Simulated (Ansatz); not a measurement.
Consider CH7NSi2.

Input

```
crystal:
  periodic: [false, false, false]
  atoms:
    - { symbol: Si, position_ang: [0.268, 1.5521, -0.006] }
    - { symbol: "N", position_ang: [-0.4098, 0.0689, -0.3807] }
    - { symbol: C, position_ang: [-1.2553, -0.7428, 0.4271] }
    - { symbol: Si, position_ang: [0.8462, -0.989, -0.6816] }
    - { symbol: H, position_ang: [1.0558, 2.0625, -1.1692] }
    - { symbol: H, position_ang: [1.0494, 1.5429, 1.2089] }
    - { symbol: H, position_ang: [-0.8729, 2.5455, 0.1972] }
    - { symbol: H, position_ang: [-0.8174, -1.0182, 1.4175] }
    - { symbol: H, position_ang: [-1.7614, -1.5316, -0.0089] }
    - { symbol: H, position_ang: [0.3764, -2.1519, -1.4934] }
    - { symbol: H, position_ang: [1.5864, -1.3954, 0.5096] }
basis:
  gaussian:
    orbitals: cc-pVDZ
correlation:
  method: ccsd_t
output:
  orbitals: {}
```

Run with:

```sh
python energy.py
```

The fields and orbitals are those of the mean-field reference, not of the correlated method.

Theory: Ansatz, CCSD_T, Gaussian basis.

**What will maps of the electron density and electron localisation function show?**

C–N (1.42 Å): ρ at the midpoint is about 2 e/Å³; the ELF peaks at about 0.90 between the atoms, as expected for localised, covalent bonding.
Si–N (1.67 Å): ρ is about 1.1 e/Å³ halfway; the ELF peaks at about 0.95 between the atoms: a polar covalent bond.
C–H (1.03 Å): ρ at the midpoint is about 2.2 e/Å³; the ELF climbs to about 1 towards the hydrogen, as it does in any bond to H; an ordinary covalent bond to hydrogen.

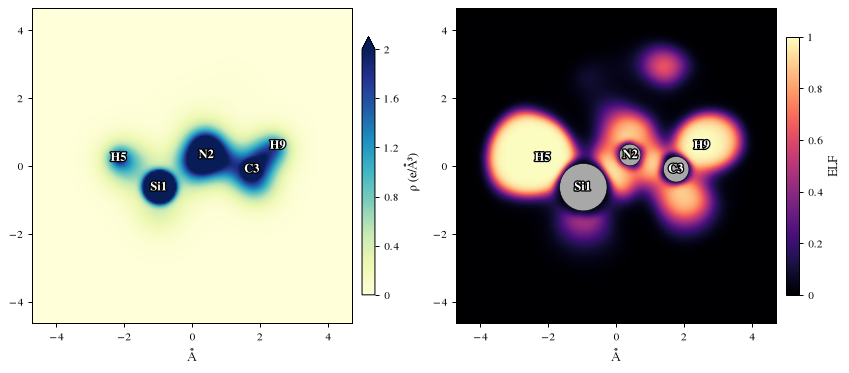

Computed electron density and electron localisation function on the plane of atoms N2, Si1 and H5, in this order. Grey discs cover the atomic cores in the ELF map. 
